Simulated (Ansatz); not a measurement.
**C$_{2}$H$_{7}$ClOSi (SMILES CCO[SiH2]Cl): density, localisation and related maps**

```csv
atom,x (Å),y (Å),z (Å)
C,-1.9074,0.0668,-0.3026
C,-0.5804,-0.0172,0.4062
O,0.4663,0.1356,-0.5422
Si,2.0390,-0.1222,-0.2230
Cl,2.7327,1.1934,1.1994
H,-1.9970,-0.7246,-1.0490
H,-2.7250,-0.0381,0.4144
H,-2.0105,1.0292,-0.8071
H,-0.4784,-0.9828,0.9185
H,-0.4967,0.7697,1.1640
H,2.2592,-1.4785,0.3342
H,2.7752,0.1135,-1.4788
```

Geometry: PBE0-D4/def2-TZVP.

The calculation used Ansatz 0.2.0, RKS PBE0-D4/def2-TZVPP.

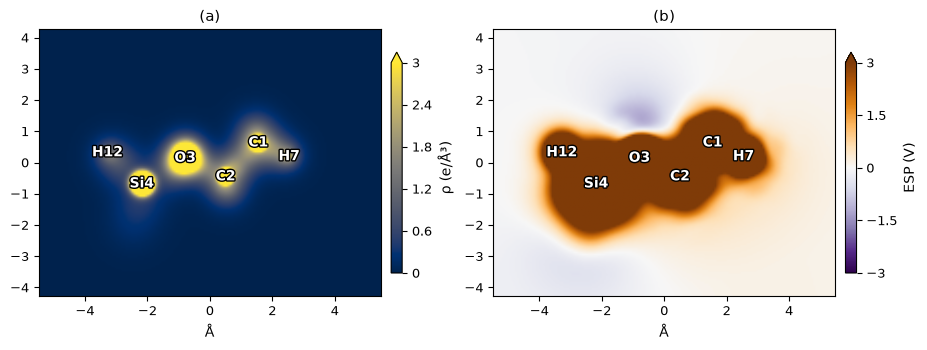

Figure 1. (a) total electron density; (b) electrostatic potential on the plane of atoms C1, C2 and O3.

Q: Read the bonding off the picture.

A:
- The section cuts through C, O, Si and H sites.
- C–O (1.42 Å): the density is about 2 e/Å³ at the midpoint, with its minimum of 1.7 e/Å³ about 0.5 Å from C.
- C–C (1.51 Å): ρ is about 1.8 e/Å³ halfway.
- Si–O (1.63 Å): ρ is about 1.2 e/Å³ halfway.
- C–H (1.09 Å): the density is about 2 e/Å³ at the midpoint.
- Si–H (1.47 Å): the density is about 0.86 e/Å³ at the midpoint.
- Outside the dense part of the molecule the potential is most negative (−1.2 V) near O3.

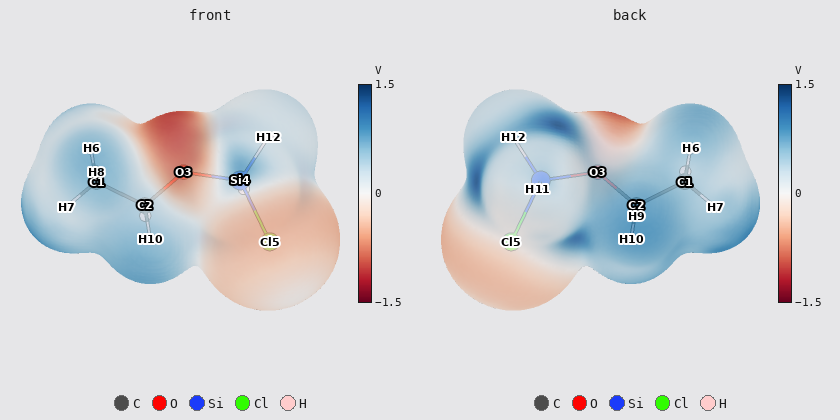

Figure 2. The molecular electrostatic potential painted on the density surface at 0.002 e/bohr³, seen from the front and from behind; the colour scale runs from red (negative) to blue (positive).

Q: Describe the electrostatic potential map.

A: The most negative region (about −1.0 V, or −23 kcal/mol for a unit charge) lies over O3, the most positive (about +1.2 V, or +28 kcal/mol for a unit charge) over Si4. O3 is the likeliest acceptor of a hydrogen bond.

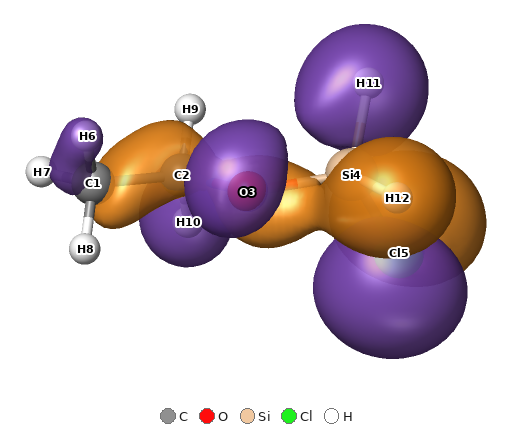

Figure 3. The HOMO−1 at ±0.08 Å⁻³ᐟ² (orange and purple are the two phases), seen from one side.

Q: Where does this orbital lie, and at what energy?

A: By Hirshfeld shares it lies mainly on Cl5 (about 45 %), O3 (about 15 %), Si4 (about 15 %), H11 (about 10 %) and H12 (about 5 %). Its energy is −8.80 eV.
